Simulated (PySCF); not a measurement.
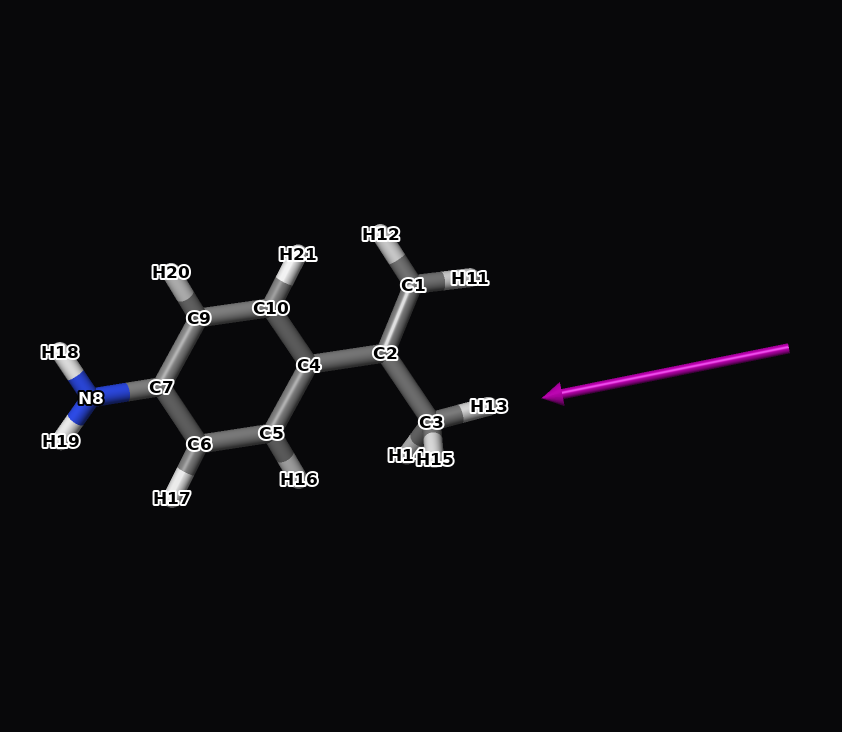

The arrow beside the molecule shows the direction of the dipole moment, from the negative to the positive end (its length means nothing). Computed geometry: PBE0-D3(BJ)/def2-SVP optimisation. No frequency run is at hand to confirm it as a minimum. Properties computed with PBE0/pcSseg-1 in tetrahydrofuran (IEF-PCM) (PySCF 2.14.0).

### Estimate the dipole moment.

2.86 D; it points from the side of H11, H13 to the side of H19 (the outermost atoms at the two ends).
